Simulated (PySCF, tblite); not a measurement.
# C2H10N2Si3: geometry, infrared bands and NMR shifts

Wanted: the infrared bands and NMR shifts of C2H10N2Si3 (`CN[Si@H]([SiH3])[SiH2]C#N`), by calculation.

Computed with tblite 0.8.0 and PySCF 2.14.0, with density-fitted response routines of our own, on a single molecule in the gas phase. Atoms are numbered from 0 throughout.

**1. The molecule as given**

17 atoms, charge 0, multiplicity 1; geometry from: force field or distance geometry start.

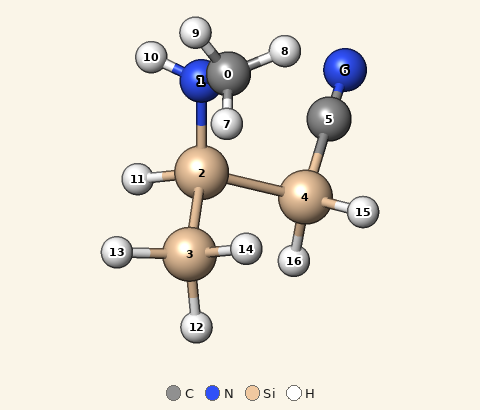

As it starts; carbon grey, nitrogen blue, silicon light orange, hydrogen white, atoms numbered.

**2. Geometry optimisation with GFN2-xTB**

The job: settings as JSON, then the geometry in Å.

```
{"job": {"kind": "relax", "xc": "GFN2-xTB", "basis": "xTB"}, "charge": 0, "multiplicity": 1}
C     -0.847200     1.953600    -0.024200
N     -0.101200     1.234900    -0.997500
Si    -0.011200    -0.524100    -0.662900
Si    -1.754200    -1.311700     0.442400
Si     1.814600    -1.005100     0.550600
C      3.208600    -0.020100    -0.094200
N      4.114600     0.594200    -0.493400
H     -1.565000     1.352100     0.569800
H     -0.182000     2.529200     0.675100
H     -1.456800     2.747200    -0.531400
H     -0.433100     1.422700    -1.952400
H     -0.007400    -1.183300    -1.978100
H     -1.510800    -2.740700     0.752300
H     -2.989400    -1.281100    -0.365500
H     -1.965100    -0.632800     1.734300
H      1.572400    -0.686200     1.961800
H      2.106000    -2.436700     0.403200
```

Launch:

```bash
OMP_NUM_THREADS=1 python probes_run.py task.json out
```

This one command runs all jobs of the session in turn.

The program printed:

```text
step      E/eV     max force
  0    -553.13817    2.997
  1    -553.15011    8.356
  2    -553.34513    1.837
  3    -553.40432    0.918
  4    -553.42880    0.381
  5    -553.48845    1.258
  6    -553.53104    1.000
  7    -553.56351    0.506
  8    -553.58566    0.402
  9    -553.61398    0.514
 10    -553.63202    0.382
 11    -553.64882    0.296
 12    -553.66429    0.375
 13    -553.67959    0.390
 14    -553.69864    0.502
 15    -553.72059    0.455
 16    -553.73266    0.602
 17    -553.73587    0.496
 18    -553.74859    0.200
 19    -553.75298    0.202
 20    -553.76221    0.291
 21    -553.76779    0.247
 22    -553.77459    0.244
 23    -553.77862    0.235
 24    -553.78196    0.171
 25    -553.78372    0.114
 26    -553.78531    0.118
 27    -553.78695    0.193
 28    -553.78866    0.182
 29    -553.79034    0.110
 30    -553.79179    0.109
 31    -553.79295    0.153
 32    -553.79400    0.111
 33    -553.79501    0.110
 34    -553.79593    0.103
 35    -553.79674    0.135
 36    -553.79746    0.112
 37    -553.79814    0.100
 38    -553.79895    0.099
 39    -553.79988    0.178
 40    -553.80081    0.187
 41    -553.80152    0.111
 42    -553.80193    0.055
 43    -553.80220    0.081
 44    -553.80245    0.088
 45    -553.80274    0.066
 46    -553.80303    0.049
 47    -553.80335    0.072
 48    -553.80376    0.109
 49    -553.80434    0.108
 50    -553.80500    0.075
 51    -553.80558    0.063
 52    -553.80603    0.065
 53    -553.80645    0.073
 54    -553.80696    0.074
 55    -553.80758    0.075
 56    -553.80818    0.069
 57    -553.80870    0.058
 58    -553.80918    0.067
 59    -553.80965    0.063
 60    -553.81003    0.054
 61    -553.81029    0.036
 62    -553.81054    0.040
 63    -553.81093    0.059
 64    -553.81151    0.094
 65    -553.81213    0.110
 66    -553.81257    0.073
 67    -553.81284    0.058
 68    -553.81309    0.061
 69    -553.81333    0.059
 70    -553.81359    0.094
 71    -553.81376    0.076
 72    -553.81386    0.042
 73    -553.81395    0.028
 74    -553.81408    0.060
 75    -553.81421    0.083
 76    -553.81432    0.076
 77    -553.81442    0.048
 78    -553.81456    0.036
 79    -553.81474    0.053
 80    -553.81494    0.069
 81    -553.81511    0.061
 82    -553.81523    0.059
 83    -553.81534    0.048
 84    -553.81549    0.035
 85    -553.81567    0.053
 86    -553.81586    0.069
 87    -553.81600    0.058
 88    -553.81610    0.043
 89    -553.81622    0.037
 90    -553.81641    0.048
 91    -553.81665    0.043
 92    -553.81685    0.032
 93    -553.81696    0.024
 94    -553.81704    0.025
 95    -553.81716    0.034
 96    -553.81736    0.042
 97    -553.81760    0.048
 98    -553.81779    0.033
 99    -553.81791    0.026
100    -553.81798    0.021
101    -553.81807    0.032
102    -553.81819    0.036
103    -553.81828    0.024
104    -553.81834    0.020
105    -553.81840    0.018
106    -553.81847    0.022
107    -553.81855    0.024
108    -553.81861    0.018
109    -553.81866    0.020
110    -553.81873    0.030
111    -553.81881    0.032
112    -553.81891    0.022
113    -553.81903    0.029
114    -553.81919    0.043
115    -553.81948    0.057
116    -553.82001    0.077
117    -553.82067    0.082
118    -553.82116    0.121
119    -553.82165    0.039
120    -553.82186    0.035
121    -553.82199    0.029
122    -553.82221    0.030
123    -553.82238    0.031
124    -553.82258    0.029
125    -553.82277    0.046
126    -553.82298    0.050
127    -553.82321    0.037
128    -553.82343    0.031
129    -553.82362    0.029
130    -553.82377    0.024
131    -553.82389    0.068
132    -553.82386    0.046
133    -553.82406    0.032
134    -553.82413    0.047
135    -553.82424    0.033
136    -553.82435    0.026
137    -553.82446    0.046
138    -553.82466    0.079
139    -553.82490    0.100
140    -553.82515    0.073
141    -553.82533    0.040
142    -553.82544    0.031
143    -553.82556    0.030
144    -553.82573    0.066
145    -553.82592    0.055
146    -553.82616    0.112
147    -553.82639    0.043
148    -553.82677    0.087
149    -553.82729    0.077
150    -553.82807    0.090
151    -553.82870    0.085
152    -553.82947    0.103
153    -553.83003    0.081
154    -553.83041    0.082
155    -553.83067    0.166
156    -553.83095    0.039
157    -553.83120    0.023
158    -553.83143    0.046
159    -553.83157    0.058
160    -553.83174    0.049
161    -553.83196    0.036
162    -553.83222    0.030
163    -553.83244    0.031
164    -553.83252    0.069
165    -553.83257    0.083
166    -553.83272    0.022
167    -553.83278    0.021
168    -553.83292    0.023
169    -553.83304    0.030
170    -553.83316    0.035
171    -553.83328    0.031
172    -553.83339    0.042
173    -553.83351    0.055
174    -553.83364    0.026
175    -553.83374    0.028
176    -553.83382    0.034
177    -553.83393    0.032
178    -553.83414    0.041
179    -553.83441    0.037
180    -553.83462    0.030
181    -553.83481    0.030
182    -553.83498    0.035
183    -553.83512    0.072
184    -553.83528    0.030
185    -553.83542    0.024
186    -553.83555    0.020
187    -553.83566    0.018
188    -553.83573    0.019
189    -553.83578    0.030
190    -553.83584    0.025
191    -553.83589    0.021
192    -553.83596    0.017
193    -553.83604    0.017
194    -553.83612    0.023
195    -553.83619    0.021
196    -553.83623    0.015
197    -553.83626    0.024
198    -553.83629    0.020
199    -553.83633    0.022
200    -553.83637    0.017
201    -553.83641    0.017
202    -553.83645    0.028
203    -553.83648    0.033
204    -553.83651    0.035
205    -553.83655    0.031
206    -553.83659    0.023
207    -553.83666    0.022
208    -553.83674    0.023
209    -553.83683    0.018
210    -553.83692    0.023
211    -553.83703    0.024
212    -553.83717    0.027
213    -553.83734    0.027
214    -553.83748    0.024
215    -553.83759    0.018
216    -553.83768    0.016
217    -553.83774    0.020
218    -553.83779    0.049
219    -553.83782    0.037
220    -553.83785    0.032
221    -553.83788    0.025
222    -553.83791    0.023
223    -553.83794    0.019
224    -553.83799    0.020
225    -553.83804    0.018
226    -553.83811    0.031
227    -553.83817    0.018
228    -553.83821    0.061
229    -553.83827    0.025
230    -553.83834    0.019
231    -553.83839    0.015
232    -553.83844    0.037
233    -553.83848    0.014
234    -553.83852    0.015
235    -553.83855    0.023
236    -553.83855    0.048
237    -553.83858    0.011
238    -553.83859    0.009
```

Run time: 1.6 s. Hardware: 1 thread of Arm Neoverse V2, shared host; peak memory 0.18 GiB.

Step by step: (not every step is listed)

```tsv
step	energy from step 0 (eV)	largest force (eV/Å)
0	0.0000	2.9968
1	-0.0119	8.3556
2	-0.2070	1.8369
3	-0.2662	0.9181
4	-0.2906	0.3810
5	-0.3503	1.2579
6	-0.3929	1.0000
7	-0.4253	0.5061
8	-0.4475	0.4023
30	-0.6536	0.1088
52	-0.6679	0.0650
74	-0.6759	0.0601
96	-0.6792	0.0421
118	-0.6830	0.1209
140	-0.6870	0.0732
162	-0.6941	0.0305
184	-0.6971	0.0303
206	-0.6984	0.0232
228	-0.7000	0.0607
233	-0.7003	0.0140
234	-0.7004	0.0148
235	-0.7004	0.0231
236	-0.7004	0.0484
237	-0.7004	0.0107
238	-0.7004	0.0095
```

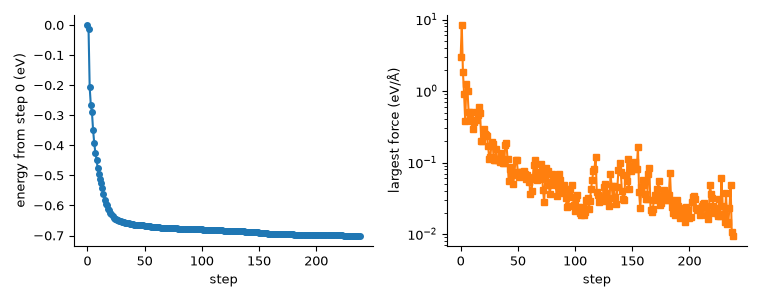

Energy and largest force along the relaxation.

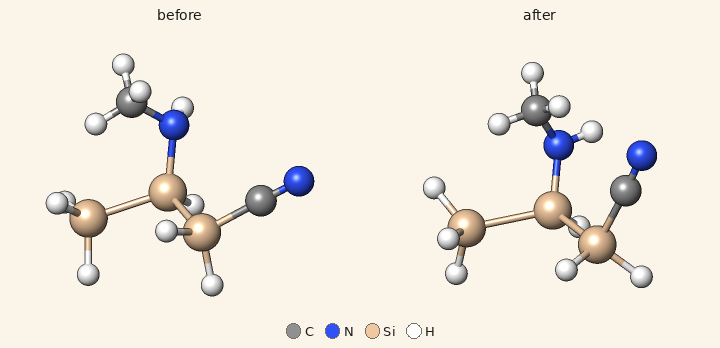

The geometry before (left) and after (right).

Distances of close pairs at the start and the end, largest changes first:

```tsv
bond	before (Å)	after (Å)	change (Å)
Si2–Si3	2.209	2.321	+0.112
Si2–Si4	2.244	2.346	+0.101
N1–Si2	1.793	1.729	-0.064
Si4–C5	1.825	1.869	+0.045
C0–H9	1.122	1.091	-0.031
C0–H8	1.124	1.096	-0.028
C0–N1	1.421	1.444	+0.023
C0–H7	1.109	1.090	-0.019
```

The next job starts from the end point, and lists it.

**3. Harmonic vibrations with GFN2-xTB**

The job: settings as JSON, then the geometry in Å.

```
{"job": {"kind": "ir", "xc": "GFN2-xTB", "basis": "xTB"}, "charge": 0, "multiplicity": 1}
C     -0.608172     1.937759    -0.354403
N     -0.413557     0.809894    -1.235666
Si    -0.167284    -0.799003    -0.651903
Si    -2.021374    -1.336159     0.636271
Si     1.890975    -1.105946     0.430325
C      2.746555     0.554605     0.498356
N      3.201858     1.607576     0.502080
H     -1.247954     1.633846     0.473544
H      0.332988     2.317556     0.058705
H     -1.101169     2.749461    -0.891852
H      0.090313     1.086522    -2.065374
H     -0.099884    -1.538785    -1.929110
H     -2.429206    -2.722685     0.395174
H     -3.203786    -0.501775     0.415590
H     -1.710030    -1.239106     2.068927
H      1.825255    -1.489071     1.847950
H      2.907475    -1.952660    -0.208523
```

The program printed:

```text
mode    cm-1     km/mol
  1       8.8      3.43
  2      42.8      0.16
  3      61.3      6.95
  4      89.4      1.13
  5      97.3      0.84
  6     125.8      2.19
  7     149.3      2.75
  8     204.4     15.21
  9     250.4      6.20
 10     301.2      5.08
 11     321.1     19.14
 12     358.4      5.35
 13     378.5     12.97
 14     424.0     27.57
 15     453.7     11.63
 16     476.5     11.46
 17     534.4     61.31
 18     578.7     27.88
 19     591.3    558.33
 20     618.3     30.73
 21     666.1    226.17
 22     677.6     63.40
 23     779.6    432.76
 24     795.5    176.47
 25     806.9     71.17
 26     813.4    303.16
 27     821.7    128.75
 28    1064.2     17.01
 29    1112.4      5.39
 30    1153.4     56.83
 31    1356.5     32.64
 32    1427.5      0.26
 33    1490.7      2.20
 34    1505.6      2.65
 35    2108.1    250.94
 36    2192.3    127.66
 37    2206.7    613.81
 38    2209.1    170.32
 39    2237.3    355.10
 40    2248.0    275.37
 41    2333.6     85.68
 42    2918.4     35.23
 43    2984.1     44.05
 44    3006.3     31.37
 45    3434.9      3.53
```

Wall time 0.61 s (1 thread of Arm Neoverse V2, shared host); peak memory 0.18 GiB.

The strongest bands and the atoms that carry them (share of the mass-weighted mode):

```tsv
cm⁻¹	km/mol	atoms
591	558.3	H11 49 %, H16 24 %
666	226.2	H15 30 %, Si4 25 %, H16 21 %, H11 12 %
780	432.8	H13 18 %, H14 18 %, H12 17 %, H15 15 %
813	303.2	H12 36 %, H14 35 %
2108	250.9	H11 96 %
2207	613.8	H14 61 %, H16 23 %, H15 11 %
2237	355.1	H12 95 %
2248	275.4	H13 95 %
```

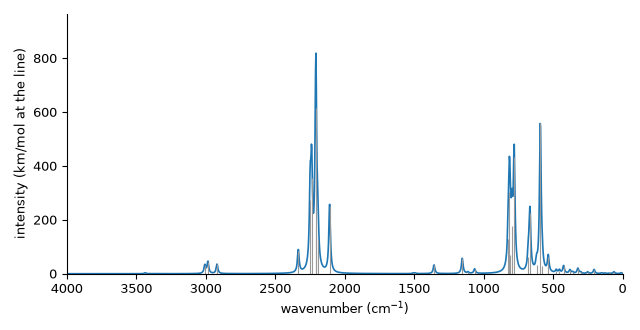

The infrared spectrum from these modes, unscaled. Lines are broadened to a width of 14 cm⁻¹ (Lorentzian).

**4. NMR shieldings: PBE0/pcSseg-1**

Same as in step 3 but for these lines:

```diff
@@ -1,2 +1,2 @@
-{"job": {"kind": "ir", "xc": "GFN2-xTB", "basis": "xTB"}, "charge": 0, "multiplicity": 1}
+{"job": {"kind": "nmr", "xc": "PBE0", "basis": "pcSseg-1"}, "charge": 0, "multiplicity": 1}
 C     -0.608172     1.937759    -0.354403
```

Level: GIAO PBE0/pcSseg-1 NMR shielding, non-relativistic, gas phase.

The program printed:

```text
coarse grid: 15368 points
cycle   1  E = -1059.4587389183  dE =  3.791e-01  |g| = 4.976e-01  |ddm| = 3.699e+00
cycle   2  E = -1059.3088022485  dE =  1.499e-01  |g| = 9.442e-01  |ddm| = 1.398e+00
cycle   3  E = -1059.5162615330  dE = -2.075e-01  |g| = 1.472e-01  |ddm| = 9.601e-01
cycle   4  E = -1059.5200905587  dE = -3.829e-03  |g| = 6.749e-02  |ddm| = 1.272e-01
cycle   5  E = -1059.5210404435  dE = -9.499e-04  |g| = 1.536e-02  |ddm| = 6.590e-02
cycle   6  E = -1059.5210918007  dE = -5.136e-05  |g| = 3.398e-03  |ddm| = 1.746e-02
cycle   7  E = -1059.5210947280  dE = -2.927e-06  |g| = 5.209e-04  |ddm| = 4.006e-03
final grid: 133904 points
cycle   8  E = -1059.5566259383  dE = -1.944e-05  |g| = 6.846e-03  |ddm| = 2.120e-02
cycle   9  E = -1059.5566163260  dE =  9.612e-06  |g| = 9.341e-03  |ddm| = 1.672e-02
cycle  10  E = -1059.5566362326  dE = -1.991e-05  |g| = 1.714e-03  |ddm| = 1.043e-02
cycle  11  E = -1059.5566368115  dE = -5.788e-07  |g| = 5.616e-04  |ddm| = 1.304e-03
cycle  12  E = -1059.5566368737  dE = -6.228e-08  |g| = 1.669e-04  |ddm| = 4.572e-04
cycle  13  E = -1059.5566368794  dE = -5.664e-09  |g| = 2.384e-05  |ddm| = 1.118e-04
cycle  14  E = -1059.5566368795  dE = -1.301e-10  |g| = 5.422e-06  |ddm| = 3.546e-05
converged SCF energy = -1059.5566368795

GIAO shielding tensors (ppm)
atom      isotropic    diamagn.    paramagn.     s11        s22        s33       span
  0 C      152.962     248.044     -95.082    134.356    140.672    183.856     49.500
  1 N      261.735     324.450     -62.715    227.034    237.792    320.379     93.345
  2 Si     401.139     881.470    -480.331    332.165    383.565    487.688    155.524
  3 Si     464.331     880.866    -416.535    437.933    473.895    481.167     43.234
  4 Si     463.968     880.470    -416.502    456.169    457.727    478.009     21.840
  5 C       63.169     264.843    -201.674    -51.892    -46.889    288.290    340.182
  6 N     -102.295     337.698    -439.993   -303.454   -298.559    295.127    598.581
  7 H       29.548      32.515      -2.966     25.344     29.259     34.042      8.698
  8 H       28.137      32.866      -4.729     22.130     27.937     34.345     12.215
  9 H       28.800      29.425      -0.625     23.844     26.268     36.289     12.445
 10 H       31.781      34.120      -2.339     22.242     29.947     43.154     20.912
 11 H       26.196      30.288      -4.092     23.402     24.487     30.698      7.296
 12 H       28.259      28.947      -0.688     24.977     25.739     34.060      9.084
 13 H       27.886      29.403      -1.517     24.238     26.105     33.316      9.078
 14 H       28.010      29.727      -1.718     24.573     26.542     32.915      8.342
 15 H       27.674      28.871      -1.197     24.523     26.063     32.438      7.915
 16 H       27.615      27.940      -0.325     24.011     25.792     33.043      9.031
```

It took 36 s on 1 thread of Arm Neoverse V2, shared host; peak memory 0.85 GiB.

The references, computed at this level on geometries of the same kind, shield at (ppm): 1H TMS 31.72, 13C TMS 186.9, 29Si TMS 349.2, 15N NH3 267.7. Their shielding less the atom's gives the shift. The references are single molecules in the gas phase, so shifts against H2O, NH3, PH3, H3PO4 or CFCl3 are not on the usual liquid scales and can be off by tens of ppm. Atoms listed in one row are averaged.

```tsv
atoms	environment	σ (ppm)	δ (ppm)	δ scaled to CDCl3
C5	nitrile carbon	63.2	123.8	118.9
C0	methyl carbon bonded to N	153.0	34.0	31.2
H11	hydrogen on a silicon bonded to N, 2 Si	26.20	5.52	–
H16	hydrogen on a silicon bonded to C, Si	27.62	4.10	–
H15	hydrogen on a silicon bonded to C, Si	27.67	4.04	–
H12, H13, H14	hydrogen on a silicon bonded to Si	28.05	3.67	–
H7, H8, H9	hydrogen on a methyl carbon bonded to N	28.83	2.89	2.83
H10	hydrogen on a nitrogen bonded to C, Si	31.78	-0.06	–
N6	nitrile nitrogen	-102.3	370.0	–
N1	nitrogen bonded to C, Si, H	261.7	6.0	–
Si2	silicon bonded to N, 2 Si, H	401.1	-52.0	–
Si4	silicon bonded to C, Si, 2 H	464.0	-114.8	–
Si3	silicon bonded to Si, 3 H	464.3	-115.2	–
```

The scaled column applies a straight-line fit of computed shieldings to shifts measured in CDCl3 (root-mean-square error 0.16 ppm for H, 1.9 ppm for C).

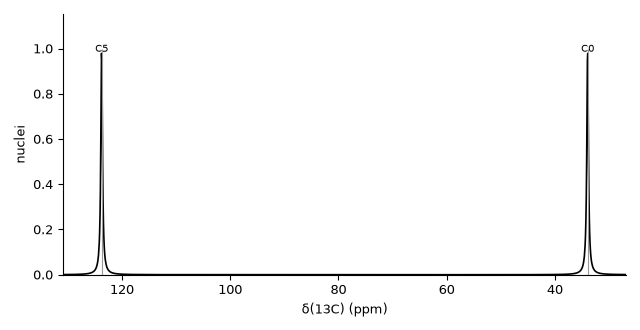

13C lines at the computed shifts, without couplings. Lines are broadened to a width of 0.36 ppm (Lorentzian).

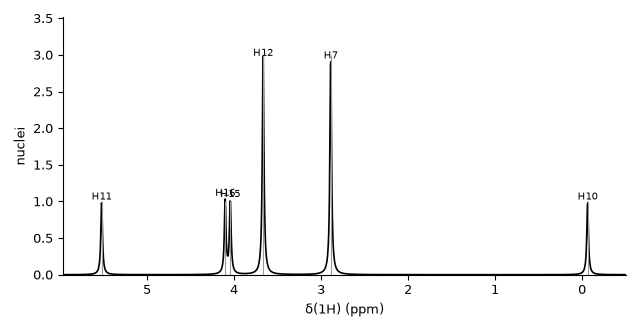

1H lines at the computed shifts, without couplings. Lines are broadened to a width of 0.02 ppm (Lorentzian).

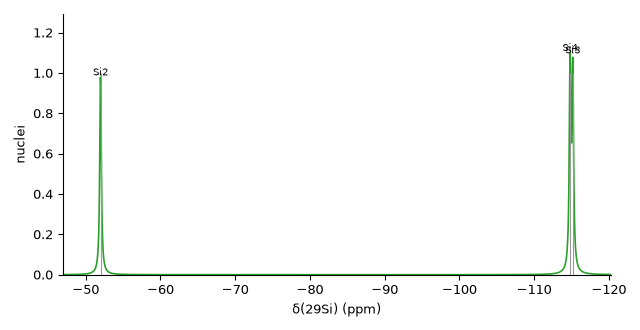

29Si lines at the computed shifts, without couplings. Lines are broadened to a width of 0.25 ppm (Lorentzian).

Charges from the same density, by scheme (e):

```tsv
atoms	Mulliken	IAO	Hirshfeld	ESP fit
C0	-0.12	-0.30	-0.07	-0.02
N1	-0.66	-0.65	-0.24	-0.73
Si2	0.24	0.49	0.24	0.34
Si3	0.18	0.28	0.22	0.26
Si4	0.40	0.39	0.27	0.26
C5	-0.18	-0.14	-0.03	0.19
N6	-0.22	-0.21	-0.21	-0.40
```

Hirshfeld charges:

C0 -0.07; N1 -0.24; Si2 0.24; Si3 0.22; Si4 0.27; C5 -0.03; N6 -0.21; H7 0.04; H8 0.03; H9 0.05; H10 0.12; H11 -0.07; H12 -0.07; H13 -0.06; H14 -0.08; H15 -0.07; H16 -0.06

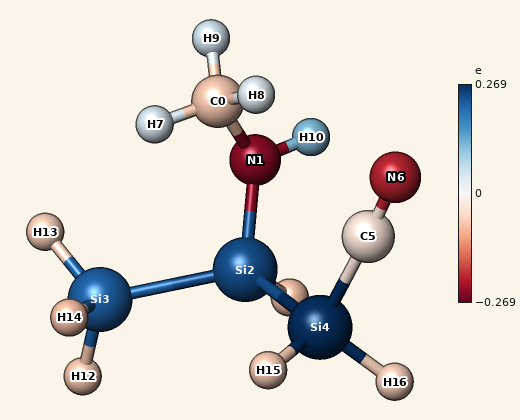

Hirshfeld charges, as colours on the atoms.

Mayer bond orders: C0–N1 0.97, N1–Si2 1.02, Si2–Si3 0.89, Si2–Si4 0.78, Si4–C5 0.82, C5–N6 2.91.

Orbitals, density, ELF and potential are computed afterwards from the orbital file.

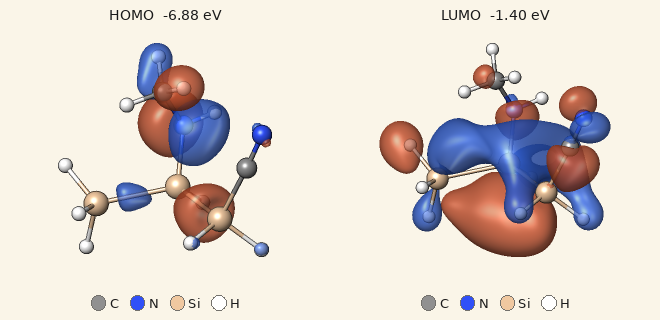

PBE0/pcSseg-1 orbitals near the gap, drawn at the value that encloses 70 % of each; the two colours are the two signs.

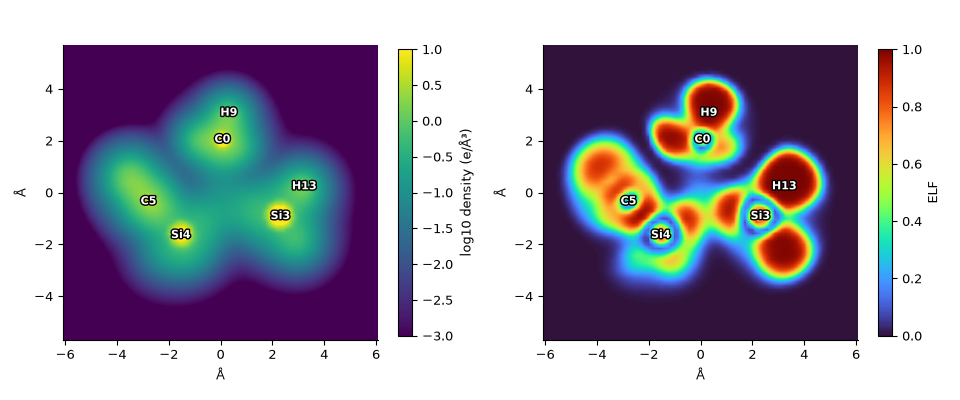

Density (left) and ELF (right) in a plane through or near 6 of the atoms.

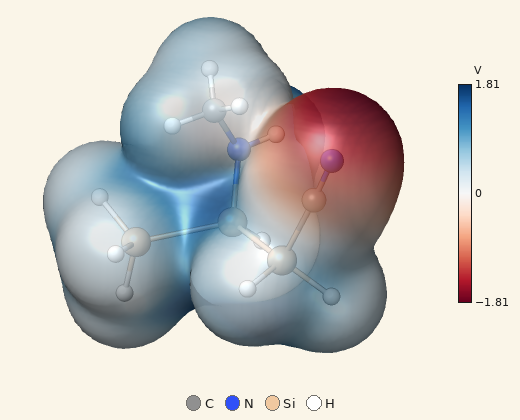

Electrostatic potential on the surface of density 0.002 e/bohr³; red is low, blue high. It runs from -1.69 V near N6 to 1.81 V near Si4.

**5. Results**

| quantity | value |
| --- | --- |
| strongest single infrared mode (GFN2-xTB) | 2207 cm⁻¹, 614 km/mol |
| zero-point energy (GFN2-xTB) | 69.2 kcal/mol |
| 13C shifts against TMS (PBE0/pcSseg-1) | 123.8, 34.0 ppm |
| 1H shifts against TMS (PBE0/pcSseg-1, means over atoms taken as alike) | 5.52, 4.10, 4.04, 3.67, 2.89, -0.06 ppm |
| 15N shifts against NH3 (PBE0/pcSseg-1) | 370.0, 6.0 ppm |
| 29Si shifts against TMS (PBE0/pcSseg-1) | -52.0, -114.8, -115.2 ppm |
| surface potential, least and greatest | -1.69 V and 1.81 V |

In words: Over 238 steps the energy fell by 0.700 eV; of the close pairs, Si2–Si3 changed most, 2.209 to 2.321 Å. No mode is imaginary among the 45: a minimum at this level. Unscaled tight-binding wavenumbers are off by several per cent, some by more. Its intensities can rank the bands wrongly. The most deshielded carbon is C5 (nitrile carbon), at 123.8 ppm: this is the usual window of a C≡N carbon, which has no attached hydrogen. At PBE0/pcSseg-1: The largest span, 599 ppm, is at N6, where the paramagnetic term is -440 ppm. By nearest atom (PBE0/pcSseg-1), the HOMO sits on N1 52 %; Si4 10 % and the LUMO on Si2 22 %; Si4 15 %.
